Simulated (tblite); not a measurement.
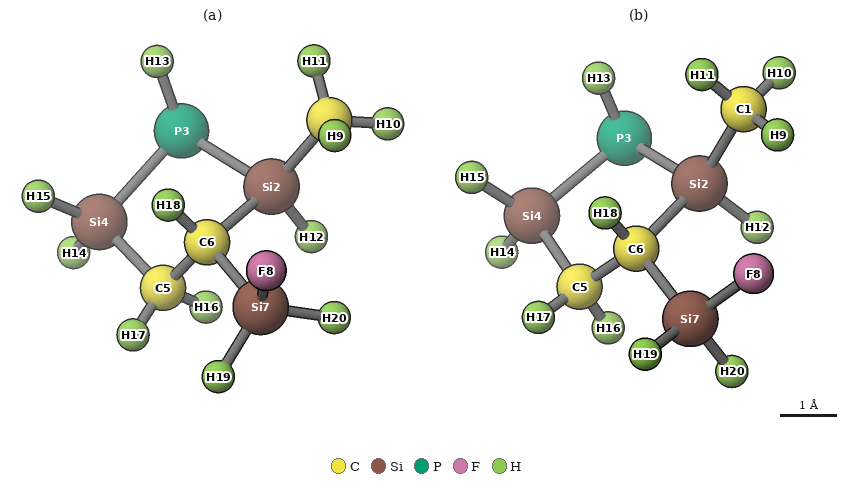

The structure of C₃H₁₂FPSi₃ before (left) and after (right) a relaxation, at one scale.

The picture is a ball-and-stick view, seen at a tilt.

Method: GFN2-xTB geometry optimisation, gas phase (tblite 0.8.0). 

Summarise the run.

Answer. The atom that moves furthest after the best rigid fit is F8 (1.37 Å). Largest moves by element: F 1.37 Å, H 1.14 Å, P 0.50 Å, C 0.36 Å, Si 0.25 Å. Some distances before and after: P3–H13 1.461 → 1.380 Å, C1–Si2 1.827 → 1.897 Å, Si7–F8 1.680 → 1.614 Å, Si4–C5 1.866 → 1.917 Å. Bond angles that change, for instance: Si2–P3–H13 111.2° → 95.8°, Si4–P3–H13 110.5° → 95.7°, P3–Si2–C6 96.1° → 104.6°. Groups turn about C1–Si2 by about 50°, C6–Si7 by about 45°, C5–C6 by about 20°. After 154 geometry steps the energy has fallen by 90.8 kJ/mol.
